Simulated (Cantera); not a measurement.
Charge: 1 mol CF4, 0.0071 mol CH4, a varied amount of H2, equilibrated at 2823.15 K and 82.5 Torr.

Method: chemical equilibrium by Gibbs-energy minimisation in Cantera with the NASA 1993 tables (ideal gas, pure condensed phases). Candidate condensed phases: C, C6H6, C7H8, C8H18; 95 gas species. Kinetics and transport are ignored.

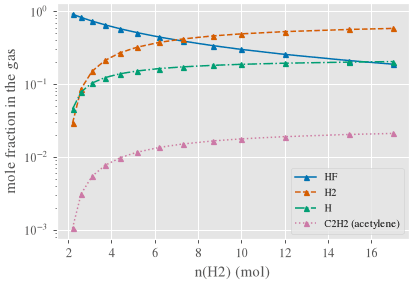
Figure: Equilibrium gas composition (values under 1e-9 drawn at 1e-9)

From 2.2 mol H2 to 17 mol H2 the condensed part is C(graphite). The main C-bearing gas is C2H2 (acetylene) throughout. The share of C in condensed phases is highest at 2.2 mol H2 (98.1 %) and lowest at 17 mol H2 (1.5 %).
